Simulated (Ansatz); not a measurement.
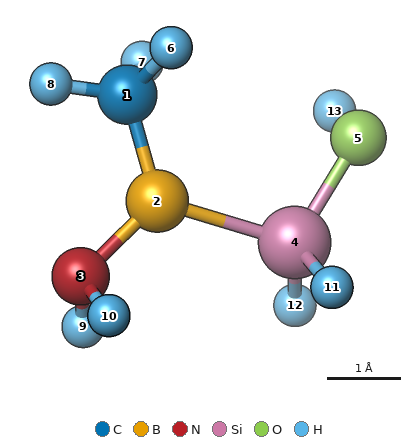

*The structure as given in the input (ball-and-stick view, seen at a tilt; atoms are numbered from 1 in the order of the input).*

CH$_{8}$BNOSi: geometry relaxation (part 1 of 2)

The run: geometry relaxation of CH$_{8}$BNOSi, SMILES CB(N)[SiH2]O. Method and program: RKS PBE/def2-SVP (Ansatz 0.2.0).

It belongs to a series of runs on one base structure; here: end point A relaxed. Figures and captions count atoms from 1; the log counts them from 0 in places.

Input file:
```yaml
crystal:
  periodic: [false, false, false]
  atoms:
    - { symbol: C, position_ang: [-1.6316, 0.0545, -0.1295] }
    - { symbol: B, position_ang: [-0.2219, -0.5212, -0.091] }
    - { symbol: "N", position_ang: [-0.0343, -1.985, -0.4406] }
    - { symbol: Si, position_ang: [1.3672, 0.6147, 0.3996] }
    - { symbol: O, position_ang: [0.7545, 2.1925, 0.7145] }
    - { symbol: H, position_ang: [-1.951, 0.5096, 0.8585] }
    - { symbol: H, position_ang: [-1.6811, 0.9269, -0.8784] }
    - { symbol: H, position_ang: [-2.3725, -0.6643, -0.4432] }
    - { symbol: H, position_ang: [0.6864, -2.0087, -1.1732] }
    - { symbol: H, position_ang: [0.4572, -2.4286, 0.4252] }
    - { symbol: H, position_ang: [1.925, 0.0488, 1.6246] }
    - { symbol: H, position_ang: [2.2821, 0.637, -0.6851] }
    - { symbol: H, position_ang: [0.4405, 2.5892, -0.1666] }
basis:
  gaussian: { orbitals: def2-SVP }
hamiltonian:
  xc: pbe
relax:
  f_tol: 0.015
  max_steps: 40
output:
  orbitals: {}
```

Launch command:
```bash
ansatz run input.yaml --threads 2 --pin off --max-ram 3072MiB --backend cpu --events-out ev --progress --plain --runs-dir out
```

Log:
```
The last accepted step is kept in [file] (removed where the run ends without a failure and the disk answers)
Engine: ansatz 0.2.0, x86_64-unknown-linux-gnu
Functional definition: PBE
  parameter kappa = 0.804
  parameter beta = 0.06672455060314922
  exchange = pbe_x(kappa = kappa, mu = beta*pi^2/3)
  correlation = pbe_c(beta = beta)
1287 factors; their error is unknown
mean field evaluation 1: about -13225.3706 eV, gradient 8.7e1 eV
mean field evaluation 2: about -13150.9992 eV, gradient 1.8e2 eV
mean field evaluation 4: about -13240.9807 eV, gradient 1.3e1 eV
mean field evaluation 8: about -13241.4308 eV, gradient 1.2e-1 eV
mean field evaluation 16: about -13241.3676 eV, gradient 4.2e-4 eV
mean field -13241.36763383 eV, -486.6112852218 hartree, gradient 5.0e-5 eV, S^2 0.000000; 0 other end points of the search recorded, 0 dependent functions left out
the calculation of the forces begins
reference -13241.36767279 eV, -486.6112866538 hartree; 24, 24 occupied and 90, 90 virtual orbitals, 1287 factors
relax step   1: F+E_penalty+E_count = -13241.36763383 eV  Δ(F+E_penalty+E_count) = +0.000e0 eV  max|allowed force component| = 2.270e0 eV/Å  Δτ_max = 0.0000 Å  (29 SCF iters, accepted)
these checks for a lower state are left out or cut short: starts, cluster_reference, orbital_swaps, neighbouring_geometries, increment
1287 factors; their error is unknown
mean field -13241.74822011 eV, -486.6252715099 hartree, gradient 2.5e-5 eV, S^2 0.000000; 0 other end points of the search recorded, 0 dependent functions left out
[... from here on the field's lines of each further geometry are left out, up to the last ...]
relax step   2: F+E_penalty+E_count = -13241.74822011 eV  Δ(F+E_penalty+E_count) = -3.806e-1 eV  max|allowed force component| = 9.358e-1 eV/Å  Δτ_max = 0.1925 Å  (35 SCF iters, accepted)
relax step   3: F+E_penalty+E_count = -13241.89218080 eV  Δ(F+E_penalty+E_count) = -1.440e-1 eV  max|allowed force component| = 1.209e0 eV/Å  Δτ_max = 0.1950 Å  (36 SCF iters, accepted)
relax step   4: F+E_penalty+E_count = -13242.10336993 eV  Δ(F+E_penalty+E_count) = -2.112e-1 eV  max|allowed force component| = 1.155e0 eV/Å  Δτ_max = 0.1962 Å  (29 SCF iters, accepted)
relax step   5: F+E_penalty+E_count = -13242.31751038 eV  Δ(F+E_penalty+E_count) = -2.141e-1 eV  max|allowed force component| = 1.655e0 eV/Å  Δτ_max = 0.1950 Å  (29 SCF iters, accepted)
relax step   6: F+E_penalty+E_count = -13242.54455421 eV  Δ(F+E_penalty+E_count) = -2.270e-1 eV  max|allowed force component| = 1.735e0 eV/Å  Δτ_max = 0.1948 Å  (30 SCF iters, accepted)
relax step   7: F+E_penalty+E_count = -13242.74815805 eV  Δ(F+E_penalty+E_count) = -2.036e-1 eV  max|allowed force component| = 1.419e0 eV/Å  Δτ_max = 0.1949 Å  (29 SCF iters, accepted)
relax step   8: F+E_penalty+E_count = -13242.85009275 eV  Δ(F+E_penalty+E_count) = -1.019e-1 eV  max|allowed force component| = 1.263e0 eV/Å  Δτ_max = 0.2000 Å  (28 SCF iters, accepted)
relax step   9: F+E_penalty+E_count = -13242.97910140 eV  Δ(F+E_penalty+E_count) = -1.290e-1 eV  max|allowed force component| = 1.217e0 eV/Å  Δτ_max = 0.2000 Å  (29 SCF iters, accepted)
relax step  10: F+E_penalty+E_count = -13243.04427015 eV  Δ(F+E_penalty+E_count) = -6.517e-2 eV  max|allowed force component| = 3.504e-1 eV/Å  Δτ_max = 0.2000 Å  (29 SCF iters, accepted)
relax step  11: F+E_penalty+E_count = -13243.03378236 eV  Δ(F+E_penalty+E_count) = +1.049e-2 eV  max|allowed force component| = 3.838e-1 eV/Å  Δτ_max = 0.2000 Å  (28 SCF iters, rejected (line search))
relax step  12: F+E_penalty+E_count = -13243.07350963 eV  Δ(F+E_penalty+E_count) = -2.924e-2 eV  max|allowed force component| = 3.860e-2 eV/Å  Δτ_max = 0.0884 Å  (29 SCF iters, accepted)
relax step  13: F+E_penalty+E_count = -13243.07587642 eV  Δ(F+E_penalty+E_count) = -2.367e-3 eV  max|allowed force component| = 6.129e-2 eV/Å  Δτ_max = 0.0500 Å  (29 SCF iters, accepted)
relax step  14: F+E_penalty+E_count = -13243.07816350 eV  Δ(F+E_penalty+E_count) = -2.287e-3 eV  max|allowed force component| = 1.007e-1 eV/Å  Δτ_max = 0.0727 Å  (29 SCF iters, accepted)
relax step  15: F+E_penalty+E_count = -13243.07925689 eV  Δ(F+E_penalty+E_count) = -1.093e-3 eV  max|allowed force component| = 7.569e-2 eV/Å  Δτ_max = 0.0358 Å  (29 SCF iters, accepted)
relax step  16: F+E_penalty+E_count = -13243.08088351 eV  Δ(F+E_penalty+E_count) = -1.627e-3 eV  max|allowed force component| = 1.275e-1 eV/Å  Δτ_max = 0.0923 Å  (29 SCF iters, accepted)
relax step  17: F+E_penalty+E_count = -13243.08231367 eV  Δ(F+E_penalty+E_count) = -1.430e-3 eV  max|allowed force component| = 1.083e-1 eV/Å  Δτ_max = 0.0266 Å  (30 SCF iters, accepted)
relax step  18: F+E_penalty+E_count = -13243.08508272 eV  Δ(F+E_penalty+E_count) = -2.769e-3 eV  max|allowed force component| = 2.440e-1 eV/Å  Δτ_max = 0.1805 Å  (29 SCF iters, accepted)
relax step  19: F+E_penalty+E_count = -13243.08704893 eV  Δ(F+E_penalty+E_count) = -1.966e-3 eV  max|allowed force component| = 1.903e-1 eV/Å  Δτ_max = 0.0587 Å  (29 SCF iters, accepted)
relax step  20: F+E_penalty+E_count = -13243.08917977 eV  Δ(F+E_penalty+E_count) = -2.131e-3 eV  max|allowed force component| = 3.183e-1 eV/Å  Δτ_max = 0.1007 Å  (29 SCF iters, accepted)
relax step  21: F+E_penalty+E_count = -13243.09490695 eV  Δ(F+E_penalty+E_count) = -5.727e-3 eV  max|allowed force component| = 1.276e-1 eV/Å  Δτ_max = 0.1051 Å  (29 SCF iters, accepted)
relax step  22: F+E_penalty+E_count = -13243.09770624 eV  Δ(F+E_penalty+E_count) = -2.799e-3 eV  max|allowed force component| = 1.300e-1 eV/Å  Δτ_max = 0.0786 Å  (29 SCF iters, accepted)
relax step  23: F+E_penalty+E_count = -13243.09931980 eV  Δ(F+E_penalty+E_count) = -1.614e-3 eV  max|allowed force component| = 9.783e-2 eV/Å  Δτ_max = 0.0473 Å  (29 SCF iters, accepted)
relax step  24: F+E_penalty+E_count = -13243.10085709 eV  Δ(F+E_penalty+E_count) = -1.537e-3 eV  max|allowed force component| = 8.414e-2 eV/Å  Δτ_max = 0.0600 Å  (29 SCF iters, accepted)
relax step  25: F+E_penalty+E_count = -13243.10137059 eV  Δ(F+E_penalty+E_count) = -5.135e-4 eV  max|allowed force component| = 8.922e-2 eV/Å  Δτ_max = 0.0616 Å  (29 SCF iters, accepted)
relax step  26: F+E_penalty+E_count = -13243.10157653 eV  Δ(F+E_penalty+E_count) = -2.059e-4 eV  max|allowed force component| = 7.995e-2 eV/Å  Δτ_max = 0.0392 Å  (29 SCF iters, accepted)
relax step  27: F+E_penalty+E_count = -13243.10169415 eV  Δ(F+E_penalty+E_count) = -1.176e-4 eV  max|allowed force component| = 3.305e-2 eV/Å  Δτ_max = 0.0070 Å  (31 SCF iters, accepted)
the calculation of the forces begins
reference -13243.10176336 eV, -486.6750133068 hartree; 24, 24 occupied and 90, 90 virtual orbitals, 1287 factors
relax step  28: F+E_penalty+E_count = -13243.10172360 eV  Δ(F+E_penalty+E_count) = -2.944e-5 eV  max|allowed force component| = 9.285e-3 eV/Å  Δτ_max = 0.0026 Å  (24 SCF iters, accepted)
1287 factors; their error is unknown
mean field evaluation 224: about -13243.1017 eV, gradient 1.2e-3 eV
```

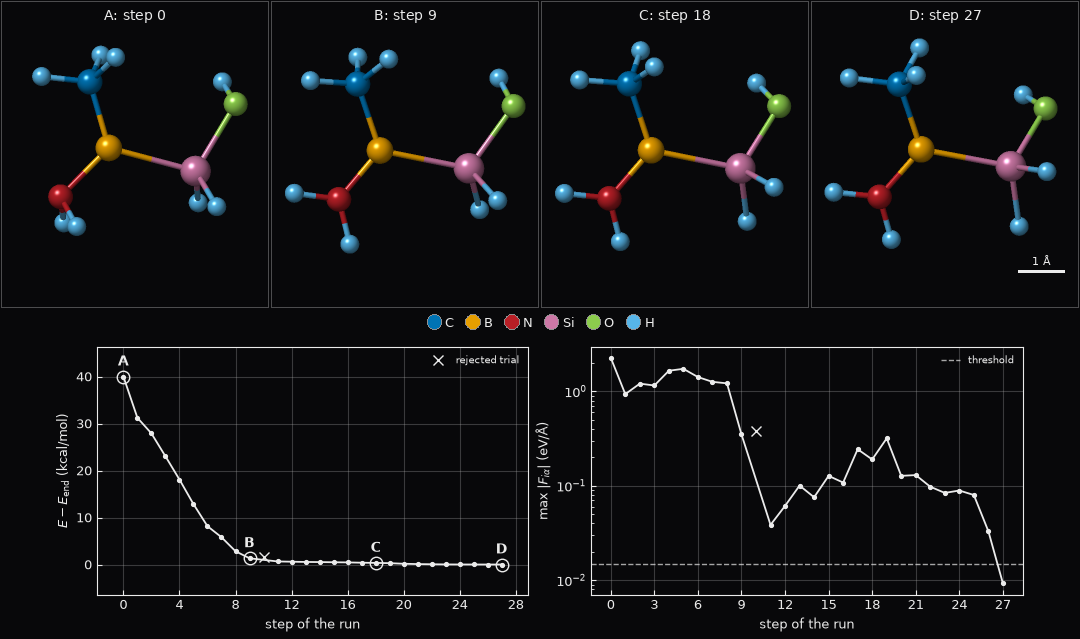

*Frames of the relaxation (ball-and-stick view, seen at a tilt) above the curves, on which the letters mark them (the first geometry is step 0 here and step 1 in the log).*

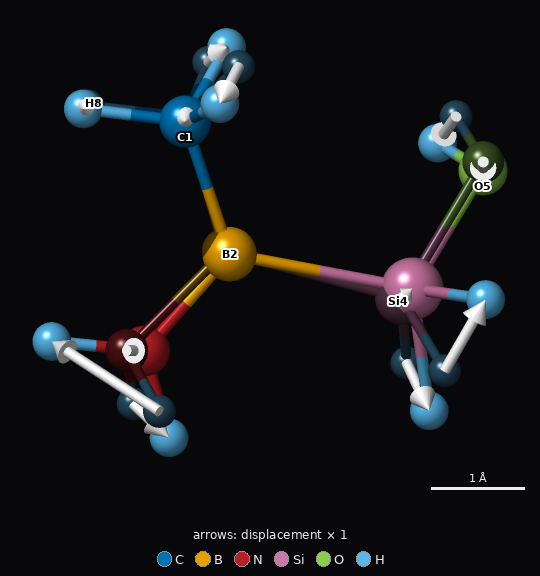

*Start (faint) and end (solid) with the displacements as white arrows, at true length (ball-and-stick view, seen at a tilt). The two geometries are laid on each other by the best rigid fit.*

The largest move after the best rigid fit is that of H10, 1.69 Å. By element the largest moves are H 1.69 Å, O 0.70 Å, N 0.38 Å, C 0.32 Å, Si 0.16 Å, B 0.06 Å. Among the contacts that change: B2–N3 1.517 → 1.403 Å, Si4–H12 1.419 → 1.522 Å, N3–H10 1.090 → 1.024 Å, C1–B2 1.523 → 1.583 Å. Among the angles that change: B2–N3–H9 105.9° → 123.9°, B2–N3–H10 105.4° → 123.1°, H9–N3–H10 103.9° → 113.0°. Over 27 geometry steps the energy falls by 40.0 kcal/mol. The largest force component goes from 2.3 to 0.0093 eV/Å. The line search rejected the trial step at point 10 (counted from 0) and went back. (Atoms are counted from 1 in the order of the input.)

```
mean field -13243.10172360 eV, -486.6750118454 hartree, gradient 1.3e-5 eV, S^2 0.000000; 1 other end points of the search recorded, 0 dependent functions left out
the calculation of the forces begins
reference -13243.10176336 eV, -486.6750133068 hartree; 24, 24 occupied and 90, 90 virtual orbitals, 1287 factors
Total energy: -13243.10176336 eV, -486.6750133068 hartree
Atom 0 at    -1.674973    -0.102527     0.205126 Å, force     0.004621    -0.005284    -0.003329 eV/Å
Atom 1 at    -0.167768    -0.505372    -0.065998 Å, force     0.000786    -0.000134    -0.000750 eV/Å
Atom 2 at     0.157946    -1.738199    -0.651599 Å, force     0.000906    -0.002627    -0.002357 eV/Å
Atom 3 at     1.352680     0.754370     0.444406 Å, force     0.001420     0.007291     0.000114 eV/Å
Atom 4 at     1.012165     2.374414     0.049103 Å, force     0.000548    -0.002287     0.000750 eV/Å
Atom 5 at    -1.860450    -0.072064     1.301800 Å, force    -0.001104    -0.000151     0.009285 eV/Å
Atom 6 at    -1.885073     0.929367    -0.148194 Å, force    -0.000924     0.007901    -0.003404 eV/Å
Atom 7 at    -2.425510    -0.787198    -0.244768 Å, force    -0.001915    -0.002886    -0.001447 eV/Å
Atom 8 at     1.114002    -2.042138    -0.844364 Å, force    -0.001535     0.002166     0.001848 eV/Å
Atom 9 at    -0.545153    -2.432337    -0.921956 Å, force    -0.000018     0.001348     0.000228 eV/Å
Atom 10 at     1.592394     0.793853     1.932418 Å, force    -0.002148    -0.001096     0.000042 eV/Å
Atom 11 at     2.664856     0.303385    -0.181643 Å, force    -0.000673    -0.001721    -0.001435 eV/Å
Atom 12 at     0.685384     2.489847    -0.859530 Å, force     0.000035    -0.002521     0.000454 eV/Å
Dipole moment:    -0.229708    -0.545770    -0.440506 e Å
```
